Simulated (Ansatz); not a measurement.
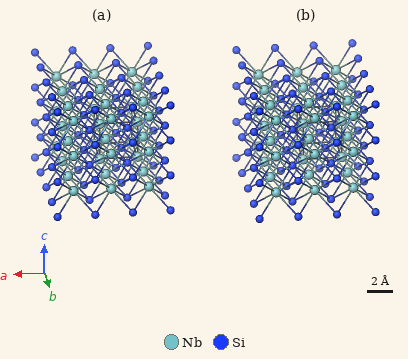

The structure of solid NbSi (a generated structure, set up in Pm-3m) before (left) and after (right) a relaxation, at one scale.

Style: ball-and-stick. Shown: the cell of the calculation, repeated 2 × 3 × 2 with one cell outlined, from a free direction.

The run lets cell and atoms move.

Method: Kohn-Sham DFT of a periodic cell, r2SCAN, DFT+U, Ansatz PAW (Ansatz).

Input
```yaml
crystal:
  lattice:
    - [3.15644, 0.0, 0.0]
    - [0.0, 3.15644, 0.0]
    - [0.0, 0.0, 3.15644]
  atoms:
    - { symbol: Nb, position: [0.0, 0.0, 0.0] }
    - { symbol: Si, position: [0.5, 0.5, 0.5] }
hamiltonian:
  xc: r2scan
  pseudopotentials: { kind: paw }
  hubbard: { sites: [{ species: Nb, l: d, u_eff: 8.0 }] }
kpoints:
  mp_grid: { grid: [8, 8, 8] }
scf:
  occupations: { method: fermi_dirac, width: 0.05 }
output:
  forces: true
  stress: true
  eigenvalues: true
  write_density: true
  write_potential: true
  elf: true
  volumetric_format: npy
relax:
  f_tol: 0.01
  max_steps: 40
  cell: { stress_tol: 0.05 }
```

Run as
```bash
ansatz run input.yaml --threads 2 --pin off --max-ram 5632MiB --backend cpu --events-out ev --progress --plain --runs-dir out
```

**Describe what moved and what it gained.**

No atom moves by more than 0.005 Å relative to the cell. The volume changes by +8.3 %, with a = b = c 3.156 → 3.241 Å (+2.7 %). Some distances before and after: Nb–Nb 3.156 → 3.241 Å, Nb–Si 2.734 → 2.807 Å. The space group stays Pm-3m (No. 221). The energy falls by 44.7 meV per cell of the calculation in 3 accepted moves (4 points after the start). All forces vanish by symmetry, so only the cell relaxes. Pressure: 7.61 GPa at the start and 0.03 GPa at the end. The SCF was repeated once at an unchanged geometry on a basis and grid sized afresh for the cell, which shifted the energy by 1.0 meV per cell of the calculation at most.
